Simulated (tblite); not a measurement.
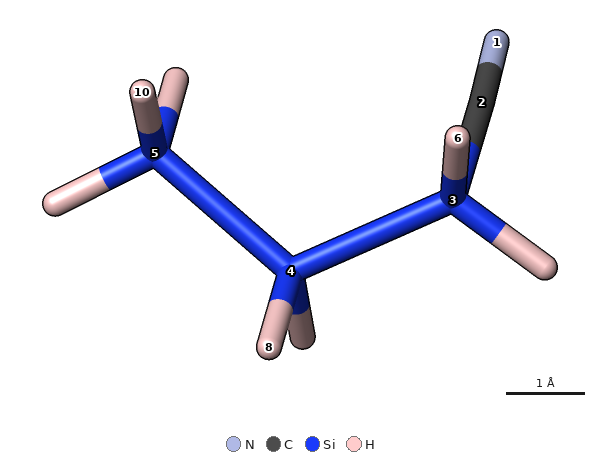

The input geometry (stick view, seen at a tilt; atoms are numbered from 1 in the order of the input).

Frequency calculation, with input and output: CH7NSi3

CH7NSi3, SMILES N#C[SiH2][SiH2][SiH3], computed with GFN2-xTB harmonic vibrations, gas phase (tblite 0.8.0).

It belongs to a series of runs on one base structure; here: H on Si replaced by CN.

What the program printed:
```
mode    cm-1     km/mol
  1      16.0      1.82
  2      26.2      0.07
  3      65.1      2.82
  4     111.1      6.96
  5     251.1      7.04
  6     298.2     11.53
  7     327.9     34.40
  8     368.0     13.42
  9     394.7     14.31
 10     439.5      7.82
 11     456.6     16.52
 12     490.8     25.05
 13     559.3     10.39
 14     582.8     15.41
 15     603.6    594.62
 16     634.1    266.90
 17     681.7    179.49
 18     779.7    539.27
 19     796.5    196.72
 20     807.0    137.87
 21     817.3    147.50
 22     836.2    112.36
 23    2146.7    293.26
 24    2160.6    134.20
 25    2208.5    289.32
 26    2223.0    142.53
 27    2234.9    516.59
 28    2242.0    288.04
 29    2266.2    291.75
 30    2342.9     59.98
```

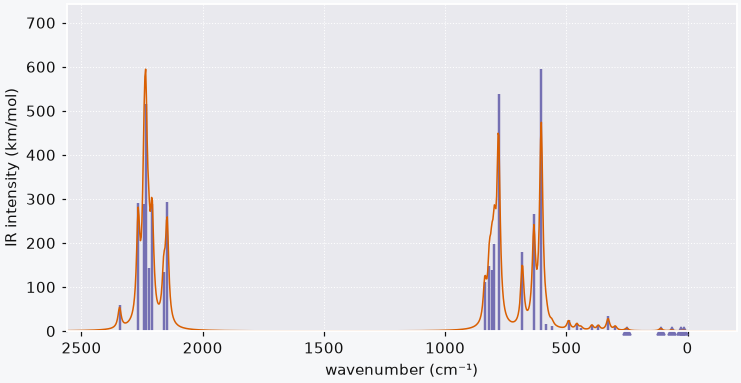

Harmonic infrared spectrum, unscaled: sticks (degenerate modes added up, dark ones marked on the axis) with a Lorentzian envelope of 16 cm⁻¹ full width, scaled to the tallest stick. 30 modes from 16 to 2343 cm⁻¹, none imaginary. The strongest line is at 604 cm⁻¹ (595 km/mol).

This output came from the following input.

Input file:
```
{"job": {"kind": "ir", "xc": "GFN2-xTB", "basis": "xTB"}, "charge": 0, "multiplicity": 1}
N      3.018756     1.371703     0.236596
C      2.411161     0.399678     0.252872
Si     1.362126    -1.144294     0.238640
Si    -0.596587    -0.640486    -0.905101
Si    -1.791613     1.177172    -0.104214
H      1.192984    -1.446867     1.665619
H      2.267438    -2.156125    -0.318388
H     -1.413404    -1.867627    -0.886397
H     -0.255001    -0.478023    -2.328164
H     -2.170948     0.965461     1.295749
H     -0.993254     2.400783    -0.163749
H     -3.030460     1.417937    -0.847549
```

The first line tells a small driver script what to run in tblite; the rest is the geometry in Å.

Command:
```bash
OMP_NUM_THREADS=1 python <driver script> task.json out
```

Key numbers:

| quantity | value |
| --- | --- |
| outcome | converged |
| total energy | −373.8913 eV |
| zero-point energy | 40.2690 kcal/mol |
| hardware | 1 CPU thread, shared host |
| wall time | 0.58 s |
| peak memory | 0.18 GiB |
